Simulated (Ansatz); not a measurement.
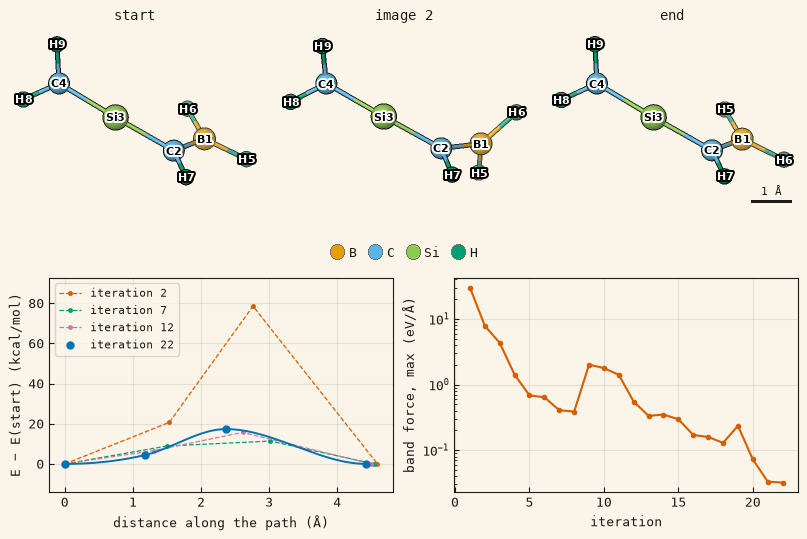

A search for the minimum-energy path of C2H5BSi by the nudged elastic band. Images are numbered from 0 (start) to 3 (end). The plot follows the band through its iterations. Style: ball-and-stick. Shown from a free direction.

Method: Ansatz, RKS B3LYP-D4/def2-SVP.

Input
```yaml
crystal:
  periodic: [false, false, false]
  atoms:
    - { symbol: B, position_ang: [-0.11209, 1.732016, -0.872292] }
    - { symbol: C, position_ang: [0.212562, 0.290306, -1.19705] }
    - { symbol: Si, position_ang: [0.099158, -0.761135, 0.160274] }
    - { symbol: C, position_ang: [-0.038012, -1.726056, 1.542547] }
    - { symbol: H, position_ang: [-0.067581, 2.586067, -1.727025] }
    - { symbol: H, position_ang: [-0.421853, 2.051486, 0.255206] }
    - { symbol: H, position_ang: [0.500983, -0.089114, -2.181338] }
    - { symbol: H, position_ang: [-0.986525, -2.19975, 1.809598] }
    - { symbol: H, position_ang: [0.813348, -1.883831, 2.21008] }
basis:
  gaussian: { orbitals: def2-SVP }
hamiltonian:
  xc: b3lyp
  dispersion: d4
neb:
  order_check: false
  images: 2
  f_tol: 0.05
  max_iterations: 60
  climbing: true
  final_atoms:
    - { symbol: B, position_ang: [-0.11113169, 1.73156043, -0.87144452] }
    - { symbol: C, position_ang: [0.21385424, 0.29045087, -1.19793161] }
    - { symbol: Si, position_ang: [0.09749131, -0.76165111, 0.15870273] }
    - { symbol: C, position_ang: [-0.03769364, -1.72549841, 1.54201428] }
    - { symbol: H, position_ang: [-0.41455854, 2.04850552, 0.2586206] }
    - { symbol: H, position_ang: [-0.07491772, 2.58615742, -1.72632293] }
    - { symbol: H, position_ang: [0.49774757, -0.08904476, -2.18363093] }
    - { symbol: H, position_ang: [-0.98543126, -2.19936879, 1.81122118] }
    - { symbol: H, position_ang: [0.81462972, -1.88112217, 2.2087712] }
  initial_path:
    images:
      - { positions_ang: [[-0.11209, 1.732016, -0.872292], [0.212562, 0.290306, -1.19705], [0.099158, -0.761135, 0.160274], [-0.038012, -1.726056, 1.542547], [-0.067581, 2.586067, -1.727025], [-0.421853, 2.051486, 0.255206], [0.500983, -0.089114, -2.181338], [-0.986525, -2.19975, 1.809598], [0.813348, -1.883831, 2.21008]] }
      - { positions_ang: [[-0.19096881, 1.79637457, -0.95978792], [0.39135911, 0.43425808, -1.0273501], [0.15898543, -0.74209988, 0.25564892], [-0.1581955, -1.89093447, 1.49835454], [-0.8506197, 2.14521358, -1.63819031], [0.00651142, 2.53653317, -0.22706114], [0.96920403, 0.12499476, -1.86726358], [-0.88336222, -1.88973918, 2.15866812], [0.55707622, -2.51461163, 1.80698146]] }
      - { positions_ang: [[-0.19064937, 1.79622271, -0.95950543], [0.39178986, 0.43430637, -1.02764397], [0.15842987, -0.74227191, 0.25512516], [-0.15808937, -1.8907486, 1.49817697], [-0.96627888, 1.96602642, -0.97630844], [0.12215652, 2.71475697, -0.88757078], [0.96812556, 0.12501785, -1.86802789], [-0.88299763, -1.88961211, 2.15920918], [0.55750346, -2.51370869, 1.8065452]] }
      - { positions_ang: [[-0.11113169, 1.73156043, -0.87144452], [0.21385424, 0.29045087, -1.19793161], [0.09749131, -0.76165111, 0.15870273], [-0.03769364, -1.72549841, 1.54201428], [-0.41455854, 2.04850552, 0.2586206], [-0.07491772, 2.58615742, -1.72632293], [0.49774757, -0.08904476, -2.18363093], [-0.98543126, -2.19936879, 1.81122118], [0.81462972, -1.88112217, 2.2087712]] }
```

Command:
```bash
ansatz run input.yaml --threads 1 --pin off --max-ram 2048MiB --backend cpu --events-out ev --progress --plain --runs-dir out
```

How did the profile develop, and is the result final?

Answer. The run is converged, with reservations. The band converged in 22 iterations. The largest component of the band force went from 30 to 0.032 eV/Å. The climbing image converged on the top of the path. Its curvatures weren't checked. So few images resolve the path coarsely. The first iteration put the highest image at 178.8 kcal/mol. The barrier is about 17.3 kcal/mol in both directions, with image 2 at the top; the ends have the same energy.
